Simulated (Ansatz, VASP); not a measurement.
## Cross-check of P between VASP and Ansatz

One calculation is typed for both programs; each brings its own data sets and cutoff. How far apart do they land?

Method: plane waves, with VASP 6.6.1 beside it; single point at PBEsol, in Ansatz 0.2.0.

**1. Starting point**

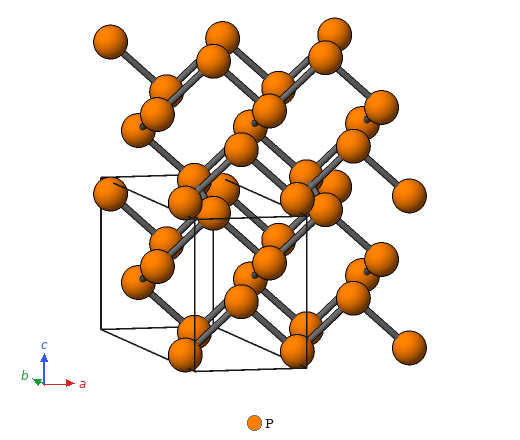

The cell as given, slightly off an axis (phosphorus orange). 2×1×2 cells are drawn. This picture shows the conventional cell, with its axes. Some periodic images of atoms are drawn too.

**2. VASP: single point, PBEsol**

A single point gives forces, pressure and levels at one fixed geometry, so differences don't come from the geometry; what else differs is listed under the comparison.

Lines of VASP's logs that name or quote its potential files are left out, and so is its time.

Input file INCAR:

```
SYSTEM = P
PREC = Accurate
ENCUT = 400
EDIFF = 1E-05
NELM = 100
ISMEAR = 0
SIGMA = 0.05
LREAL = .FALSE.
ALGO = Normal
GGA = PS
NBANDS = 16
LORBIT = 11
LWAVE = .FALSE.
LCHARG = .FALSE.
KPAR = 4
```

Input file POSCAR:

```
P
1.0
    1.6582000000     -5.2420000000      0.0000000000
    1.6582000000      5.2420000000      0.0000000000
    0.0000000000      0.0000000000      4.3793000000
P
4
Direct
    0.3983800000      0.6016200000      0.4193200000
    0.1016200000      0.8983800000      0.9193200000
    0.6016200000      0.3983800000      0.5806800000
    0.8983800000      0.1016200000      0.0806800000
```

Input file KPOINTS:

```
Automatic mesh
0
Gamma
8 8 6
0 0 0
```

The projector-augmented-wave data sets are P (PBE family, release 64).

On the command line:

```sh
$ mpirun -np 4 vasp_std
```

Numbers of over 12 decimals in the logs are rounded to 6 here.

Log:

```text
[banner, memory and clock lines left out]
running    4 mpi-ranks, on    1 nodes
 distrk:  each k-point on    1 cores,    4 groups
 distr:  one band on    1 cores,    1 groups

 POSCAR found type information on POSCAR P
 POSCAR found :  1 types and       4 ions
|                                                                             |
|               ----> ADVICE to this user running VASP <----                  |
|                                                                             |
|     You enforced a specific xc type in the INCAR file but a different       |
|     [... a line on the potential file left out ...]
|     I HOPE YOU KNOW WHAT YOU ARE DOING!                                     |
|                                                                             |

 LDA part: xc-table for (Slater+PW92), standard interpolation
 POSCAR, INCAR and KPOINTS ok, starting setup
 FFT: planning ... GRIDC
 FFT: planning ... GRID_SOFT
 FFT: planning ... GRID
 WAVECAR not read
 entering main loop
       N       E                     dE             d eps       ncg     rms          rms(c)
DAV:   1     0.485279856981E+02    0.48528E+02   -0.72641E+03  2688   0.862E+02
DAV:   2    -0.203725255302E+02   -0.68901E+02   -0.66389E+02  3696   0.148E+02
DAV:   3    -0.231902424229E+02   -0.28177E+01   -0.28088E+01  3584   0.327E+01
DAV:   4    -0.232180372497E+02   -0.27795E-01   -0.27789E-01  3464   0.391E+00
DAV:   5    -0.232185707964E+02   -0.53355E-03   -0.53347E-03  3632   0.487E-01    0.999E+00
DAV:   6    -0.230775970788E+02    0.14097E+00   -0.63038E-02  3144   0.139E+00    0.584E+00
DAV:   7    -0.230142333188E+02    0.63364E-01   -0.10802E-01  3448   0.185E+00    0.239E-01
DAV:   8    -0.230139168114E+02    0.31651E-03   -0.96502E-03  3176   0.617E-01    0.131E-01
DAV:   9    -0.230139562342E+02   -0.39423E-04   -0.34946E-04  3712   0.123E-01    0.699E-02
DAV:  10    -0.230139578756E+02   -0.16414E-05   -0.52592E-05  3312   0.405E-02
   1 F= -.23013958E+02 E0= -.23013819E+02  d E =-.277341E-03
```

OUTCAR, selected parts (step 2):

```text
ion  position               nearest neighbor table
   1  0.398  0.602  0.419-   4 2.22   4 2.22   3 2.24
   2  0.102  0.898  0.919-   3 2.22   3 2.22   4 2.24
   3  0.602  0.398  0.581-   2 2.22   2 2.22   1 2.24
   4  0.898  0.102  0.081-   1 2.22   1 2.22   2 2.24

  LATTYP: Found a base centered orthorhombic cell.
 ALAT       =     3.3164000000
 B/A-ratio  =     3.1612591967
 C/A-ratio  =     1.3204981305

 Subroutine GETGRP returns: Found  8 space group operations
 (whereof  4 operations were pure point group operations)

The static configuration has the point symmetry C_2h.
 The point group associated with its full space group is D_2h.

 Found     84 irreducible k-points:

   k-points           NKPTS =     84   k-points in BZ     NKDIM =     84   number of bands    NBANDS=     16

   dimension x,y,z NGX =    36 NGY =   36 NGZ =   30
   dimension x,y,z NGXF=    72 NGYF=   72 NGZF=   60

   ENCUT  =  400.0 eV  29.40 Ry    5.42 a.u.   8.97  8.97  7.14*2*pi/ulx,y,z

   NELECT =      20.0000    total number of electrons

 k-points in reciprocal lattice and weights: Automatic mesh
   0.00000000  0.00000000  0.00000000       0.003
   0.12500000  0.00000000  0.00000000       0.010
   0.25000000  0.00000000  0.00000000       0.010
   0.37500000 -0.00000000  0.00000000       0.010
   0.50000000  0.00000000  0.00000000       0.005
   0.12500000  0.12500000  0.00000000       0.005
   0.25000000  0.12500000  0.00000000       0.010
   0.37500000  0.12500000  0.00000000       0.010
   0.50000000  0.12500000  0.00000000       0.010
[...]
-0.37500000  0.37500000  0.50000000       0.005
   0.50000000  0.50000000  0.50000000       0.003

 average (electrostatic) potential at core
       1 -82.8933       2 -82.8933       3 -82.8933       4 -82.8933

 E-fermi :   6.6005

 k-point     1 :       0.0000    0.0000    0.0000
  band No.  band energies     occupation
    ...
      6       1.9157      2.00000
      7       2.5053      2.00000
      8       3.6715      2.00000
      9       3.9990      2.00000
     10       5.1673      2.00000
     11       7.2446      0.00000
     12       7.5962      0.00000
     13       8.3860      0.00000
     14       9.5501      0.00000
     15      11.8640      0.00000
    ...

 k-point     2 :       0.1250    0.0000    0.0000
  band No.  band energies     occupation
    ...
      6       1.6634      2.00000
      7       1.7203      2.00000
      8       3.4654      2.00000
      9       3.7573      2.00000
     10       5.3319      2.00000
     11       7.4516      0.00000
     12       8.6701      0.00000
     13       8.9305      0.00000
     14       9.6904      0.00000
     15      10.8830      0.00000
    ...

 k-point     3 :       0.2500    0.0000    0.0000
  band No.  band energies     occupation
    ...
      6       0.7639      2.00000
      7       2.1668      2.00000
      8       3.3000      2.00000
      9       3.9219      2.00000
     10       5.3146      2.00000
     11       7.1642      0.00000
     12       8.2051      0.00000
     13       8.8928      0.00000
     14       9.2950      0.00000
     15      10.2448      0.00000
    ...

  Total       -0.7238373     -0.0493365     -0.5194815      0.0000000      0.0000000      0.0000000
  in kB      -15.2329113     -1.0382696    -10.9323136      0.0000000      0.0000000      0.0000000
  external PRESSURE =      -9.0678315 kB  Pullay stress =       0.0000000 kB

  energy-cutoff  :      400.00
  volume of cell :       76.13
      direct lattice vectors                 reciprocal lattice vectors
     1.658200000 -5.242000000  0.000000000     0.301531781 -0.095383441  0.000000000
     1.658200000  5.242000000  0.000000000     0.301531781  0.095383441  0.000000000
     0.000000000  0.000000000  4.379300000     0.000000000  0.000000000  0.228346996

 POSITION                                       TOTAL-FORCE (eV/Angst)
 -----------------------------------------------------------------------------------
      1.65820      1.06538      1.83633         0.000000      0.056599      0.039948
      1.65820      4.17662      4.02598         0.000000     -0.056599      0.039948
      1.65820     -1.06538      2.54297         0.000000     -0.056599     -0.039948
      1.65820     -4.17662      0.35332         0.000000      0.056599     -0.039948
 -----------------------------------------------------------------------------------
    total drift:                               -0.000000      0.000000      0.000000

  FREE ENERGIE OF THE ION-ELECTRON SYSTEM (eV)
  ---------------------------------------------------
  free  energy   TOTEN  =       -23.0139578756 eV

  energy  without entropy=      -23.0136805344  energy(sigma->0) =      -23.01381921

 total charge
# of ion       s       p       d       tot
------------------------------------------
    1        1.080   1.367   0.000   2.446
    2        1.080   1.367   0.000   2.446
    3        1.080   1.367   0.000   2.446
    4        1.080   1.367   0.000   2.446
--------------------------------------------------
tot          4.318   5.466   0.000   9.785

[... 3 further parts left out ...]
```

The run ends at a pressure of -0.91 GPa, with forces up to 0.069 eV/Å.

**3. Ansatz: single point, PBEsol**

Ansatz runs on its default PAW (the set named soft_2) files.

The same cell, functional, mesh and smearing now go to Ansatz, which takes its cutoff from its data sets.

Input file input.yaml:

```yaml
crystal:
  lattice:
    - [1.6582, -5.242, 0.0]
    - [1.6582, 5.242, 0.0]
    - [0.0, 0.0, 4.3793]
  atoms:
    - { symbol: P, position: [0.39838, 0.60162, 0.41932] }
    - { symbol: P, position: [0.10162, 0.89838, 0.91932] }
    - { symbol: P, position: [0.60162, 0.39838, 0.58068] }
    - { symbol: P, position: [0.89838, 0.10162, 0.08068] }
hamiltonian:
  xc: pbesol
  pseudopotentials: { kind: paw }
kpoints:
  mp_grid: { grid: [8, 8, 6] }
scf:
  occupations: { method: gaussian, width: 0.05 }
  n_extra_bands: 5
output:
  forces: true
  stress: true
  eigenvalues: true
```

On the command line:

```sh
$ ansatz run input.yaml --threads 2 --pin off --max-ram 4608MiB --backend cpu --events-out ev --progress --plain --runs-dir out
```

Log:

```text
scf.n_extra_bands = 5 over 10 filled bands (N_el = 20.0): the run solves 15 bands
Engine: ansatz 0.2.0, aarch64-unknown-linux-gnu
Pseudopotentials: kind: paw
Pseudopotential: P, paw, valence charge 5, recommended cutoff 420 eV (normal), P.paw.azcp
Functional definition: PBEsol
  exchange = pbesol_x
  correlation = pbesol_c
Crystal: 4 atoms, lattice volume = 76.132 Å³
Basis set: ecut = 420 eV, 1491 PW (Γ), exchange–correlation on 80×80×60 points (8 copies of the dense FFT grid, shifted against one another)
Bands: 15, of which v1, the nominal top of the filled ones, is band 10 counted from 1 (9 counted from 0)
Symmetry: 8 space group operations
Space group: Cmce (ITA 64), of the structure as read, at distance tolerance 4.2e-5 Å
k-points: 84 of 384
Non-local potential: P, projectors of the file, l = 0: 2, l = 1: 2, l = 2: 2
PAW form: soft (Blöchl's): semilocal exchange-correlation on the pseudo side does not see the compensation charge
PAW frozen core: P, regenerated for the run's functional, and the local potential with it (the file was generated under x = pbe(κ = 0.804, μ = 0.219515), c = pbe(β = 0.066725))
PAW one-centre angular grid: P, 110 points (default); XC on 64 Gauss nodes
Initial density: superposition of atomic densities (neutral atoms: chi_scale 0, normalization atom), corrected by the library's trained network
Initial wavefunctions: pseudopotential atomic-orbital guess
Functional: x = pbesol(κ = 0.804, μ = 0.123457), c = pbesol(β = 0.046)
SCF iter   1: F=—  HF=-2960.124395 eV  |F-HF|=—  |Δ(HF+E_count)|=         —  Δρ=3.58e-3  dr2=9.58e-3  ethr=1.77e-3  ⟨swp⟩=7.8  Hψ=9277  notcnv=0
preconditioner: auto → Kerker (q_TF=auto, 2.183 Å⁻¹)  [metal: Δε(μ)=0.033 eV  Ē_g=9.267 eV  σ=0.050 eV  W_gap=0.34  n_scr=12 (ndim 8)  ℏωp=19.0 eV  f_vac=0.000  D(μ)=0.30/eV (n_scr^D=0)]
SCF iter   2: F=—  HF=-2960.122593 eV  |F-HF|=—  |Δ(HF+E_count)|=   1.80e-3  Δρ=2.19e-3  dr2=3.69e-3  ethr=4.79e-5  ⟨swp⟩=2.3  Hψ=2660  notcnv=0  defer=24
SCF iter   3: F=—  HF=-2960.122051 eV  |F-HF|=—  |Δ(HF+E_count)|=   5.42e-4  Δρ=3.48e-4  dr2=1.85e-4  ethr=1.84e-5  ⟨swp⟩=2.8  Hψ=2032  notcnv=0  defer=24
SCF iter   4: F=—  HF=-2960.122032 eV  |F-HF|=—  |Δ(HF+E_count)|=   1.93e-5  Δρ=1.87e-4  dr2=6.09e-5  ethr=9.24e-7  ⟨swp⟩=2.2  Hψ=1602  notcnv=0  defer=24
SCF iter   5: F=—  HF=-2960.122026 eV  |F-HF|=—  |Δ(HF+E_count)|=   5.81e-6  Δρ=3.78e-5  dr2=1.51e-6  ethr=3.04e-7  ⟨swp⟩=2.0  Hψ=1768  notcnv=0  defer=24
SCF iter   6: F=—  HF=-2960.122026 eV  |F-HF|=—  |Δ(HF+E_count)|=   1.99e-7  Δρ=1.08e-5  dr2=1.29e-7  ethr=7.55e-9  ⟨swp⟩=2.6  Hψ=1974  notcnv=0  defer=24
SCF iter   7: F=-2960.122026 eV  HF=-2960.122026 eV  |F-HF|=3.23e-9  |Δ(HF+E_count)|=   6.80e-9  Δρ=3.20e-6  dr2=9.28e-9  ethr=5.00e-10  ⟨swp⟩=10.0  Hψ=7196  notcnv=0
SCF 1 converged in 7 iterations: F = -2960.122026 eV  dr2 = 9.28e-9
  greatest PAW one-centre occupation: 0.807 electrons in one spin orbital (limit 2), on the P atom at site 3 (counted from 0), in its partial waves of l = 0
SCF converged after 7 iterations
Free energy (F): -2960.122026 eV
Harris-Foulkes:  -2960.122026 eV  (|F-HF|=3.23e-9)
Internal energy: -2960.121713 eV  (E = F + TS)
E sigma→0 (E₀):  -2960.121869 eV
Entropy (-TS):   -0.000313 eV (-0.078 meV/atom)
Fermi energy:    7.640748 eV
--- Per-component energies (eV) ---
  E_band       = 15.792388
  E_kinetic    = 279.730046
  E_local      = -276.385154  (includes V_loc(G=0)·N_el)
  E_nonlocal   = 136.257367
  E_hartree    = 74.269070
  E_xc         = -243.243823
  E_vxc        = -241.795615  (∫ρ·V_xc dr)
  E_paw        = -2216.430752  (= ΣΔE_a)
  E_vpaw       = -30.553267  (= ΣTr[D̂ρ^β])
  E_aug_tail   = 0.000012  (compensation charges beyond the density's cutoff)
  E_ewald      = -714.502864
  E_core_change = 0.184384  (= ΣΔE_core)
  E_smearing   = -0.000313  (= −TS)
  E_closure    = -0.000000  (closes the sum)
  Σ components = -2960.122026   (vs F -2960.122026, Δ=0.00e0)
--- Forces (eV/Å), atoms counted from 1 ---
  atom   1  P      0.00000000     0.07278095     0.05711165
  atom   2  P      0.00000000    -0.07278095     0.05711165
  atom   3  P      0.00000000    -0.07278095    -0.05711165
  atom   4  P      0.00000000     0.07278095    -0.05711165
  max |Σ_I F_I| component: 5.55e-17 eV/Å
--- Stress (GPa, compression-positive) ---
       -1.467472       0.000000       0.000000
        0.000000      -0.015744      -0.000000
        0.000000      -0.000000      -1.021411
  P = ⅓ Tr σ = -0.8349 GPa (-8.349 kbar)
--- Band table (eV; the first three rows and the last of 84) ---
  k-point 0: bands = [... 6 lower, 3.5371, 4.7137, 5.0294, 6.2141, 8.2784, 8.6143, 9.4024, 10.5795, ... 1 higher]
  k-point 1: bands = [... 6 lower, 3.6551, 4.9838, 5.3135, 5.7793, 8.6233, 9.1893, 9.4322, 10.2628, ... 1 higher]
  k-point 2: bands = [... 6 lower, 3.9804, 4.7917, 4.8179, 6.9221, 8.6773, 9.0165, 9.9179, 10.9129, ... 1 higher]
  k-point 83: bands = [... 6 lower, 5.0035, 5.0035, 5.9461, 5.9461, 8.9146, 8.9146, 10.1144, 10.1144, ... 1 higher]
```

Wall time 3.2 s (2 threads of Arm Neoverse V1, shared host); peak memory 0.37 GiB.

Reading the cycles: dr2 is the Hartree energy of the density residual (eV), the measure of convergence; HF is the Harris–Foulkes estimate of the energy, which meets the free energy F at convergence.

The run ends at a pressure of -0.83 GPa, with forces up to 0.093 eV/Å.

**4. Comparison**

Known differences besides the PAW data sets themselves: the cutoff is 420 eV in Ansatz and 400 eV in VASP; Ansatz makes its cores anew for this functional, VASP keeps those of its PBE data sets; VASP leaves aspherical gradient terms in its spheres out (LASPH is not set), Ansatz keeps them. Total energies have different zeros and are not compared.

Compared:

```
      quantity  Ansatz   VASP  difference
pressure (GPa)   -0.83  -0.91       +0.07
```

Forces (eV/Å; atoms numbered as in POSCAR):

```
atom         Ansatz x, y, z           VASP x, y, z
  P1    0.000, 0.073, 0.057    0.000, 0.057, 0.040
  P2   0.000, -0.073, 0.057   0.000, -0.057, 0.040
  P3  0.000, -0.073, -0.057  0.000, -0.057, -0.040
  P4   0.000, 0.073, -0.057   0.000, 0.057, -0.040
```

The forces differ by 14 meV/Å r.m.s., which is 34.1 % of the r.m.s. force of 0.04 eV/Å (both taken over all components). Ansatz's pressure holds a Pulay correction of 0.03 GPa; VASP's holds none.

**5. Looking for the cause**

The difference is large enough to ask for its cause, so further runs change the set-up of one program at a time, as the table lists.

```
                                                           run  r.m.s. force difference (meV/Å)
                                                      as above                               14
cores kept as stored, as VASP does, whose cores stay as stored                               20
                             Ansatz's all-electron LAPW method                               11
                       Ansatz's larger PAW set (cutoff 510 eV)                               12
                    norm-conserving potentials (cutoff 599 eV)                               13
```

**6. What came out**

- r.m.s. force difference (single point, PBEsol): 14 meV/Å

What this shows: The r.m.s. force difference is 14 meV/Å (single point, PBEsol), beyond the 12 meV/Å picked in this series as the mark of a large difference. For single point, PBEsol: no further run halves the r.m.s. force difference; only Ansatz's side was varied. The all-electron run, which needs no data set, lies 11 meV/Å from VASP, against 14 for Ansatz's PAW result. Differences of this kind measure data sets and numerical settings, not the functional's error against experiment.

[Lines on the potential files, build, host, timing and source positions are cut from VASP's logs without a mark.]

[Logs are printed without paths, hosts, clocks, repeated set-up lines and the standing remarks that a program may print on its own settings, such as how far it seeks lower states.]

[Hosts, paths, dates, database ids (printed as entryN), source tags and the programs' standing remarks are cut or masked in the printed files.]
